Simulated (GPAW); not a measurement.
Band structure of CoGa (Pm-3m, 2 atoms in the cell).

```xyz
2
Lattice="2.8800 0.0000 0.0000 0.0000 2.8800 0.0000 0.0000 0.0000 2.8800" Properties=species:S:1:pos:R:3 pbc="T T T"
Ga     1.4400     1.4400     1.4400
Co     0.0000     0.0000     0.0000
```

Method: PBE, GPAW PAW datasets PBE (gpaw-data 1.0.1) (plane waves; GPAW).

Settings: mode = pw; ecut = 850 eV; xc = PBE; kpts = 8 8 8; mesh shift (steps) = 0 0 0; occupations.name = fermi-dirac; occupations.width = 0.1 eV; nbands = -10; convergence.density = 1e-05 e/electron; convergence.energy = 1e-05 eV/electron; symmetry.symmorphic = false; symmetry.tolerance = 0.0005; maxiter = 100; bandpath_npoints = 40.

The starting cell has typed, rounded lattice constants, without a prior relaxation at this level. Spin polarisation is off.

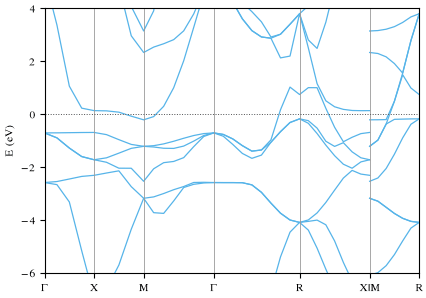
Figure: Bands along the path, energies from the Fermi level.

Levels in eV from the Fermi level, bands 3 to 10:
```csv
point,3,4,5,6,7,8,9,10
Γ,-2.58,-0.71,-0.71,-0.71,5.21,5.21,5.21,10.80
X,-2.31,-1.72,-1.72,-0.69,0.13,10.70,10.70,11.24
M,-3.18,-2.54,-1.22,-1.22,-0.21,2.33,3.14,11.62
R,-4.09,-0.18,-0.18,0.74,3.79,3.79,3.79,4.84
```

Bands cross the Fermi level along this path, so the cell is metallic at this level.
